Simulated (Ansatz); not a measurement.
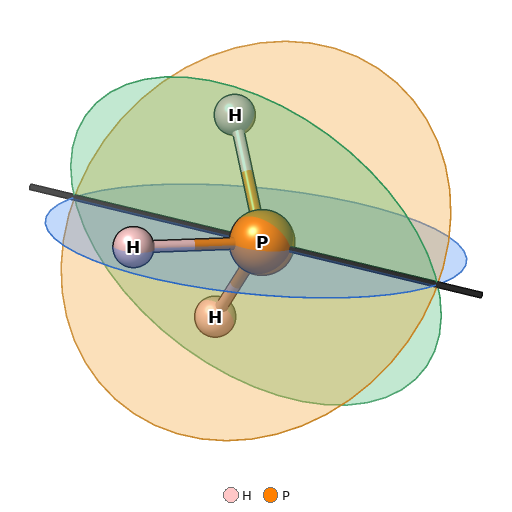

All proper rotation axes (lines) and mirror planes (discs) of the structure are drawn in. Atoms fade into the background with distance from the viewer. The computed structure is the end point of a PBE0-D4/def2-TZVP optimisation.

Question: What is the order of each axis, and which point group results?

Answer: It has 1 C3 axis and 3 mirror planes. Point group C3v. The group has 6 operations. The geometry is achiral, and symmetry allows a dipole moment.
